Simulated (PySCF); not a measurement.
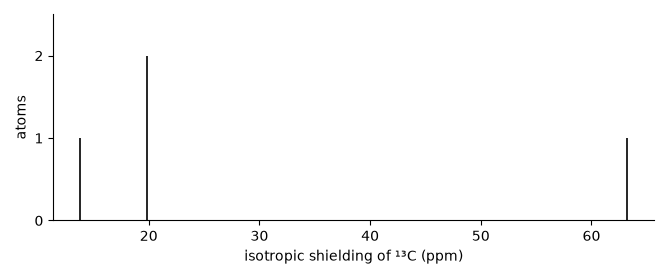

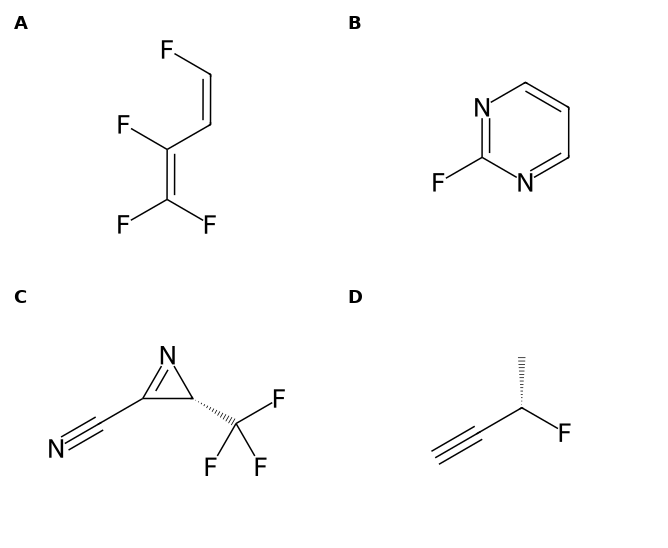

The sticks are computed shieldings of one of the molecules, for one fixed geometry (GFN2-xTB) without averaging over rotations. Low shielding means a high chemical shift. Method: GIAO PBE0/pcSseg-1 NMR shielding, non-relativistic, gas phase (PySCF 2.14.0).

### Which molecule gives this pattern?

B, `Fc1ncccn1`. Its 4 C atoms give lines at 13.8, 19.8 (2 atoms), 63.2 ppm.
